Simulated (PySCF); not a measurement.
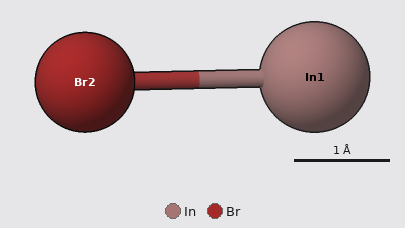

*The structure as given in the input (ball-and-stick view, seen at a tilt; atoms are numbered from 1 in the order of the input). Sticks mark near contacts.*

Bond lengths as drawn: Br–In 2.50 Å.

# InBr: frequency calculation

InBr, computed with RHF/sbkjc, frequency (PySCF 2.14.0).

What the program printed:
```
PySCF version 2.14.0

[INPUT] verbose = 4
[INPUT] num. atoms = 2
[INPUT] num. electrons = 28
[INPUT] charge = 0
[INPUT] spin (= nelec alpha-beta = 2S) = 0
[INPUT] symmetry False subgroup None
[INPUT] Mole.unit = angstrom
[INPUT] Symbol           X                Y                Z      unit          X                Y                Z       unit  Magmom
[INPUT]  1 In     0.000000000000   0.000000000000   0.000000000000 AA    0.000000000000   0.000000000000   0.000000000000 Bohr   0.0
[INPUT]  2 Br     0.000000000000   0.000000000000   2.505000000000 AA    0.000000000000   0.000000000000   4.733763942035 Bohr   0.0

nuclear repulsion = 31.0535129761437
number of shells = 15
number of NR pGTOs = 77
number of NR cGTOs = 39
basis = sbkjc
ecp = {'In': 'sbkjc', 'Br': 'sbkjc'}

******** <class 'pyscf.scf.hf.RHF'> ********
method = RHF
initial guess = minao
damping factor = 0
level_shift factor = 0
DIIS = <class 'pyscf.scf.diis.CDIIS'>
diis_start_cycle = 1
diis_space = 8
diis_damp = 0
SCF conv_tol = 1e-09
SCF conv_tol_grad = None
SCF max_cycles = 50
direct_scf = True
direct_scf_tol = 1e-13
Set gradient conv threshold to 3.16228e-05
Initial guess from minao.
init E= -170.527700582237
  HOMO = 0.0909254005366824  LUMO = 0.0970283322241682  gap/eV = 0.16607
cycle= 1 E= -188.771589843239  delta_E= -18.2  |g|= 8.03  |ddm|= 8.49
  HOMO = -1.03541838323557  LUMO = -0.587392161678696  gap/eV = 12.19141
cycle= 2 E= -188.214576640307  delta_E= 0.557  |g|= 7.89  |ddm|= 11.4
  HOMO = -0.358862416744622  LUMO = -0.0620030003251803  gap/eV = 8.07796
cycle= 3 E= -200.951892004223  delta_E= -12.7  |g|= 1.39  |ddm|= 8.56
  HOMO = -0.166610338213712  LUMO = -0.0355935526308973  gap/eV = 3.56515
cycle= 4 E= -201.257081544692  delta_E= -0.305  |g|= 0.718  |ddm|= 2.76
  HOMO = -0.320327376866924  LUMO = 0.0255461246841329  gap/eV = 9.41170
cycle= 5 E= -201.468183629844  delta_E= -0.211  |g|= 0.131  |ddm|= 1.01
  HOMO = -0.322999231742481  LUMO = 0.0386144796378504  gap/eV = 9.84001
cycle= 6 E= -201.474449654354  delta_E= -0.00627  |g|= 0.0179  |ddm|= 0.271
  HOMO = -0.323475574224402  LUMO = 0.0344170263319909  gap/eV = 9.73875
cycle= 7 E= -201.474680469552  delta_E= -0.000231  |g|= 0.00587  |ddm|= 0.0512
  HOMO = -0.324916218133445  LUMO = 0.0335955946629806  gap/eV = 9.75560
cycle= 8 E= -201.474707809501  delta_E= -2.73e-05  |g|= 0.00106  |ddm|= 0.0238
  HOMO = -0.324510665680156  LUMO = 0.0338926223442207  gap/eV = 9.75265
cycle= 9 E= -201.47470902085  delta_E= -1.21e-06  |g|= 0.000333  |ddm|= 0.00392
  HOMO = -0.324439213382611  LUMO = 0.0339164931184173  gap/eV = 9.75136
cycle= 10 E= -201.474709180219  delta_E= -1.59e-07  |g|= 3.87e-05  |ddm|= 0.00181
  HOMO = -0.324444611614807  LUMO = 0.0339160837862471  gap/eV = 9.75149
cycle= 11 E= -201.474709181629  delta_E= -1.41e-09  |g|= 5.87e-06  |ddm|= 0.000134
  HOMO = -0.324442365353412  LUMO = 0.0339150539929016  gap/eV = 9.75140
cycle= 12 E= -201.474709181662  delta_E= -3.3e-11  |g|= 5.61e-07  |ddm|= 2.06e-05
  HOMO = -0.324442345413186  LUMO = 0.0339150297127014  gap/eV = 9.75140
```

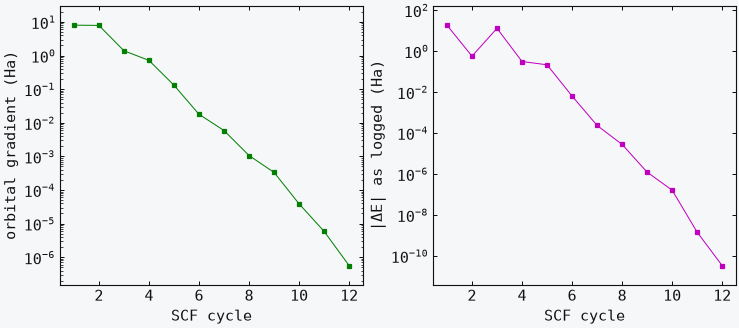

*Convergence of the self-consistent field: orbital gradient and size of the energy change against the SCF cycle.*

The residual falls at every step.

```
Extra cycle  E= -201.474709181662  delta_E= -1.42e-13  |g|= 1.88e-07  |ddm|= 1.46e-06
converged SCF energy = -201.474709181662
wavenumber (cm^-1) = [263.1]
Dipole moment(X, Y, Z, Debye):  0.00000, -0.00000, -4.04839
orbital energies (hartree): [-0.3913 -0.3913 -0.3244  0.0339  0.0339  0.1199]
```

The run was set up as follows.

The input:
```python
from pyscf import gto, scf
from pyscf.hessian import thermo

mol = gto.M(
    atom='In 0 0 0; Br 0 0 2.505',
    basis='sbkjc',
    ecp={'In': 'sbkjc', 'Br': 'sbkjc'},
    charge=0,
    spin=0,
    verbose=4,
)
mf = scf.RHF(mol)
mf.kernel()
hess = mf.Hessian().kernel()
print('wavenumber (cm^-1) =', thermo.harmonic_analysis(mol, hess)['freq_wavenumber'].round(1))
mf.dip_moment()
print('orbital energies (hartree):', mf.mo_energy[..., max(0, mol.nelec[1]-3):mol.nelec[0]+3].round(4))
```

Run as:
```bash
OMP_NUM_THREADS=1 python input.py
```

Summary:

```tsv
quantity	value
outcome	converged
SCF energy	−201.474709 hartree
dipole moment	4.05 D
hardware	1 CPU thread, shared host
wall time	6.6 s
```
